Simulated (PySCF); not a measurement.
**C6H8O (SMILES C=CC1=CCCO1): density, localisation and related maps**

```xyz
15

C     2.5672    0.0605   -1.2422
C     1.8584   -0.2823   -0.1726
C     0.4246   -0.1190   -0.0728
C    -0.3739   -0.4221    0.9574
C    -1.7936   -0.0825    0.6135
C    -1.6311    0.4766   -0.8133
O    -0.2463    0.4100   -1.1439
H     3.6341   -0.0742   -1.2848
H     2.0882    0.4882   -2.1060
H     2.3261   -0.7117    0.7025
H    -0.0750   -0.8438    1.8957
H    -2.4390   -0.9638    0.6386
H    -2.2133    0.6574    1.2992
H    -2.1844   -0.1076   -1.5555
H    -1.9464    1.5223   -0.8888
```

Geometry: GFN2-xTB.

All numbers below come from PySCF, PBE0/pcSseg-1, SCF density, gas phase, non-relativistic.

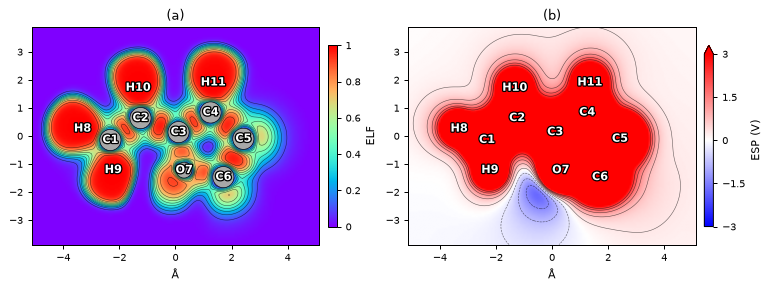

Figure 1. (a) electron localisation function; (b) molecular electrostatic potential on the plane of atoms C2, C3 and O7. Grey discs cover the atomic cores in the ELF map.

What do the fields say about this system?

Answer.
- The plane passes through C, O and H nuclei.
- C–C (1.33 Å): the ELF peaks at about 0.90 between the atoms; a multiple bond.
- C–O (1.37 Å): the ELF peaks at about 0.85 between the atoms: a shared but strongly polarised pair.
- C–H (1.07 Å): the ELF climbs to about 1 towards the hydrogen, as it does in any bond to H (a covalent bond by its length).
- C–O (1.43 Å): the ELF peaks at about 0.90 between the atoms; a shared but strongly polarised pair.
- C–C (1.45 Å): the ELF peaks at about 0.95 between the atoms (localised, covalent bonding).
- The ELF also peaks beside O7, away from the bonds: lone-pair regions.
- Outside the dense part of the molecule the potential is most negative (−1.8 V) near O7.

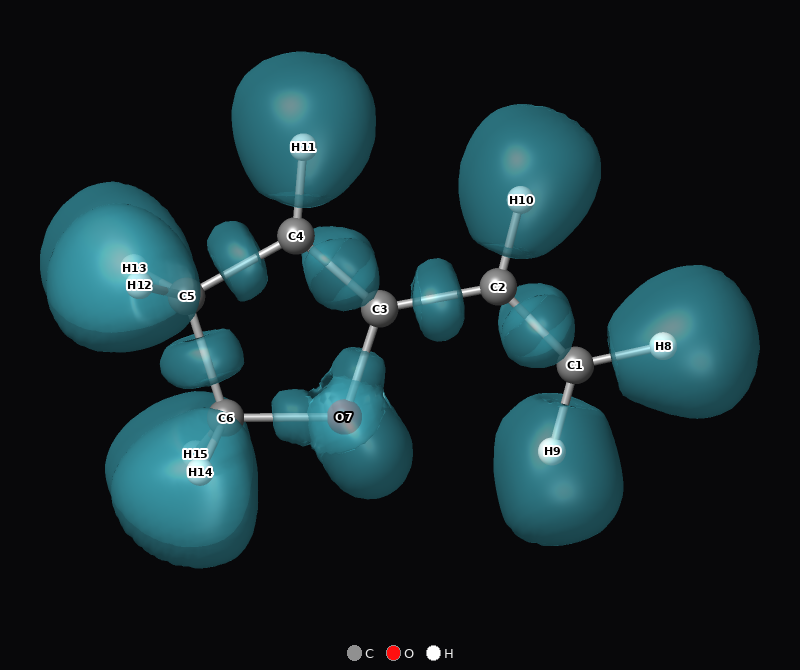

Figure 2. Isosurface of the ELF at 0.75 (cyan), seen across its widest extent. Core shells and regions of very low density are left out.

Describe the localisation domains.

Answer. At this value the surface marks out five regions between bonded C–C atoms (shared pairs), eight regions around hydrogen nuclei and one region on O in which the atom's valence shell and bonds are merged.

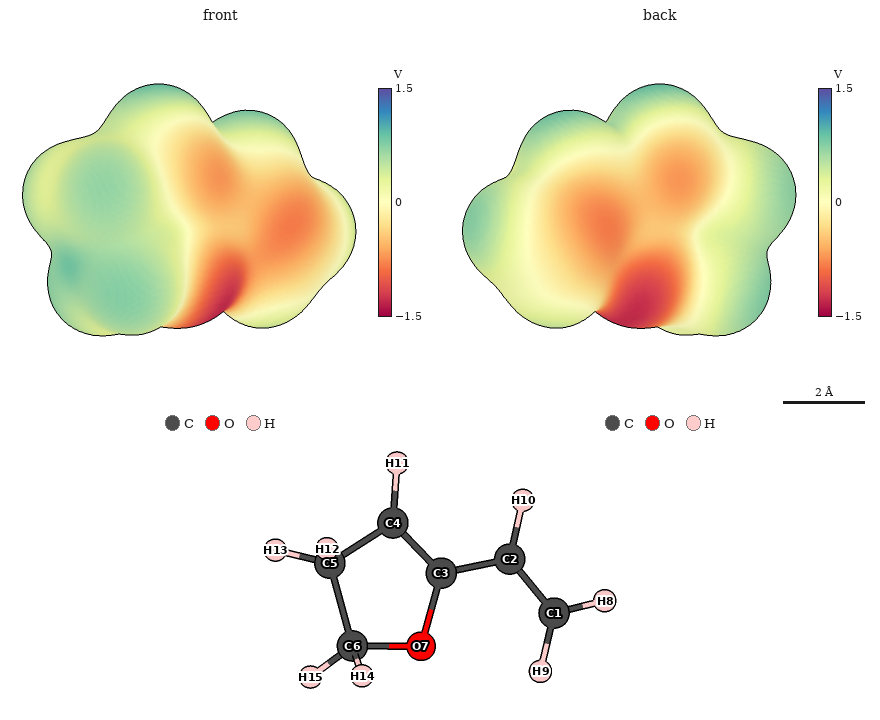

Figure 3. The molecular electrostatic potential painted on the density surface at 0.002 e/bohr³, seen from the front and from behind; red is negative and blue positive. The bare structure is drawn below in the same view.

Where is the surface potential most negative and most positive?

Answer. The most negative region (about −1.3 V, or −30 kcal/mol for a unit charge) lies over O7, the most positive (about +0.9 V, or +21 kcal/mol for a unit charge) over C6, H10 and H11. O7 is the likeliest acceptor of a hydrogen bond.

How polar is the molecule by this calculation?

Answer. Its dipole moment is 1.29 D.
